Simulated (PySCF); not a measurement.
**BOF (fluoro(oxo)borane) at CAM-B3LYP/cc-pVTZ**

Aim: the energy change on altering one bond length of BOF (fluoro(oxo)borane) at CAM-B3LYP/cc-pVTZ, from 2 runs. The job is set up through a Python script.

Program for the calculation: PySCF 2.14.0.

4 further runs of the same task are left out: 1 that didn't finish, 3 set aside as unsound or not needed. Runs told in other sessions of the task aren't counted.

### 1 Starting point

BOF: 3 atoms, total charge 0, spin state singlet. SMILES: `O=BF`. Geometry: relaxed at PBE0-D4/def2-TZVP.

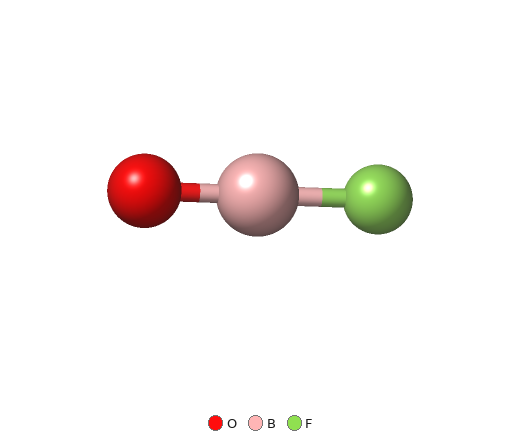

The structure, seen from a chosen angle (oxygen red, boron pink, fluorine green).

### 2 The energy at CAM-B3LYP/cc-pVTZ

Contents of calc.py:

```python
from pyscf import gto, dft

molecule = gto.M(
    atom='O 0.983100 -0.565100 0.479900; B 0.020300 -0.011600 0.009900; F -1.003400 0.576800 -0.489800',
    max_memory=1860,
    basis='cc-pvtz',
    charge=0,
    verbose=3,
)

calc0 = dft.RKS(molecule)
calc0.xc = 'cam-b3lyp'
calc0.conv_tol = 1e-10
calc0.grids.level = 5
calc0.kernel()
if not calc0.converged:
    calc0 = calc0.newton().run(calc0.mo_coeff, calc0.mo_occ)

e_tot = calc0.e_tot
print('Final energy', e_tot)
```

The run is started by

```console
$ OMP_NUM_THREADS=1 python calc.py
```

The program printed:

```text
converged SCF energy = -200.022573225654
Final energy -200.0225732256536
```

Wall time 10 s (1 thread of Arm Neoverse V2, shared host); peak memory 0.43 GiB.

### 3 The distorted shape

Contents of start.xyz:

```xyz
3

O      2.138439    -1.229288     1.043890
B      0.020300    -0.011600     0.009900
F     -1.003400     0.576800    -0.489800
```

Contents of calc.py:

```python
from pyscf import gto, dft

mol = gto.Mole()
mol.atom = 'start.xyz'
mol.verbose = 3
mol.max_memory = 1860
mol.charge = 0
mol.basis = 'cc-pvtz'
mol.build()

mf = dft.RKS(mol)
mf.xc = 'cam-b3lyp'
mf.conv_tol = 1e-10
mf.grids.level = 5
mf.kernel()
if not mf.converged:
    mf = mf.newton().run(mf.mo_coeff, mf.mo_occ)

energy = mf.e_tot
print('E = %.10f Eh' % energy)
```

The run is started by

```console
$ OMP_NUM_THREADS=1 python calc.py
```

The program printed:

```text
converged SCF energy = -199.672714641882
E = -199.6727146419 Eh
```

Wall time 12 s (1 thread of Arm Neoverse V2, shared host); peak memory 0.43 GiB.

### 4 Results

At CAM-B3LYP/cc-pVTZ:

| quantity | value |
| --- | --- |
| first shape: total energy | -200.02257 Eh |
| first shape: dipole moment | 2.14 D |
| first shape: HOMO energy | -11.74 eV |
| first shape: LUMO energy | 0.78 eV |
| first shape: HOMO–LUMO gap | 12.52 eV |
| distorted shape: total energy | -199.67271 Eh |
| distorted shape: dipole moment | 3.51 D |
| distorted shape: HOMO energy | -9.83 eV |
| distorted shape: LUMO energy | -3.77 eV |
| distorted shape: HOMO–LUMO gap | 6.06 eV |
| energy change with the O1–B2 bond stretched from 1.206 to 2.653 Å | 9.520 eV |

**Reading.** With the O1–B2 bond stretched from 1.206 to 2.653 Å the energy rises by 9.52 eV (220 kcal/mol). The first shape isn't relaxed at this level, so the change isn't measured from a minimum. A restricted reference can't describe the breaking bond well at this length. Mulliken charges (distorted shape) run from -0.21 on O1 to +0.23 on B2.
